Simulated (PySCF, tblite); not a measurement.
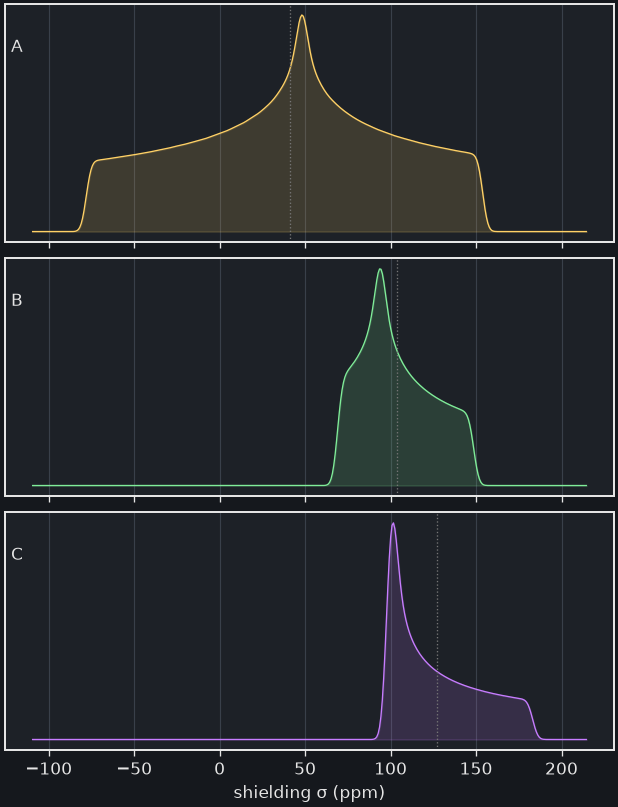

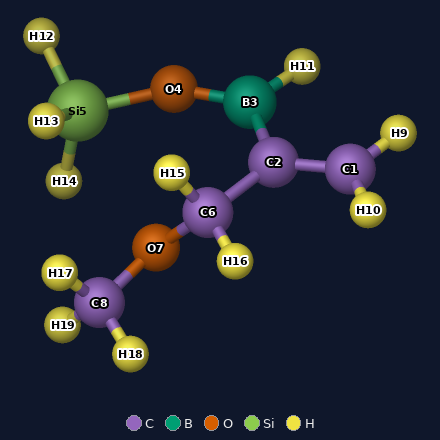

Static powder patterns (¹³C) from GIAO shielding tensors of C₄H₁₁BO₂Si, SMILES C=C(BO[SiH3])COC, PBE0/pcSseg-1 in PySCF, at a GFN2-xTB geometry (a minimum by its frequencies); absolute shielding, one fixed geometry of the isolated molecule without any motion, no dipolar terms. The dotted line is the isotropic value; skew is 3(σiso − σ22)/span.

Q: The panels belong to C1, C6 and C8. Which is which?

A: panel A: C1, σ11, σ22, σ33 = −78, 48, 154 ppm, isotropic 41, span 232 ppm, skew −0.09; panel B: C6, σ11, σ22, σ33 = 69, 94, 149 ppm, isotropic 104, span 80 ppm, skew 0.37; panel C: C8, σ11, σ22, σ33 = 97, 101, 183 ppm, isotropic 127, span 86 ppm, skew 0.91.

Note: the tight-binding geometry is rougher than a DFT one and adds to the error; one conformer of a flexible molecule.
